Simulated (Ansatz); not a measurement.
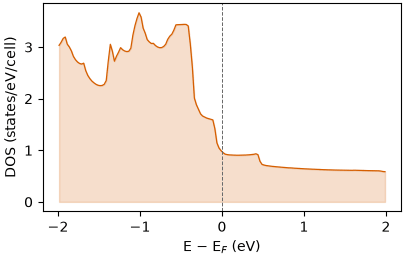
*Density of states of PtAu (R-3m) near the Fermi level, PBEsol, rigid bands run with Ansatz (a first-principles code).*

With 2 atoms a cell, what bare Sommerfeld coefficient γ = (π²/3) k_B² N(E_F) follows?

N(E_F) ≈ 1.01 states/eV a cell at 300 K, so γ ≈ 1.19 mJ/(mol of atoms·K²), before many-body enhancement (phonons, spin fluctuations, correlation).

How far does the Fermi level move in a rigid band for 0.1 electron a cell added or removed?

106 meV and -86 meV.

A metal at this level (no band gap); rigid bands, thermally averaged at 300 K, both spins. Spin-orbit coupling is left out, which matters with elements this heavy. Geometry: cell and atoms relaxed with PBEsol.

Computed structure with no diffraction record at hand here (it may be known, metastable or hypothetical): PtAu (R-3m).
